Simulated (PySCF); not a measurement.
H3Si, charge +1, SMILES `[SiH3+]`.

Computed with PySCF, ωB97X/aug-cc-pVDZ, geometry: GFN2-xTB. No frequency check shows the geometry to be a minimum.

Coordinates in Å:

```
Si1      0.0000    0.0000    0.0000
H2       1.4615   -0.0986    0.0000
H3      -0.8162   -1.2165    0.0000
H4      -0.6455    1.3151    0.0000
```

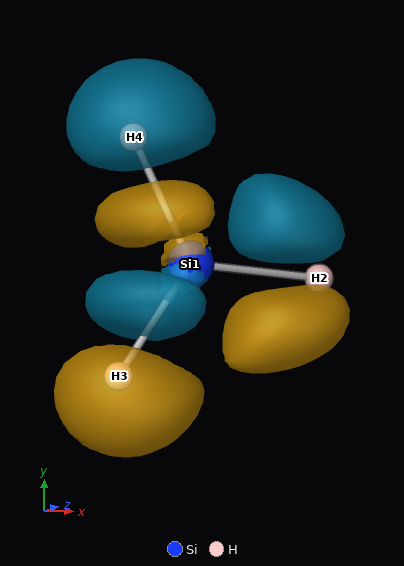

Change of the electron density in a uniform field of 0.41 V/Å, surfaces at ±0.004 e/Å³ (yellow: gain, teal: loss).

The field was applied in both directions; the picture shows the one opposite to the script's first.

Along which Cartesian direction does the field point?

Answer. Along +y: electrons gather on the −y side, against the field.

What dipole is induced, and what polarisability does it imply?

Answer. The induced dipole is 0.45 D (along the field); α along this axis, from the fields in both directions, is 22 bohr³ (3.3 Å³).
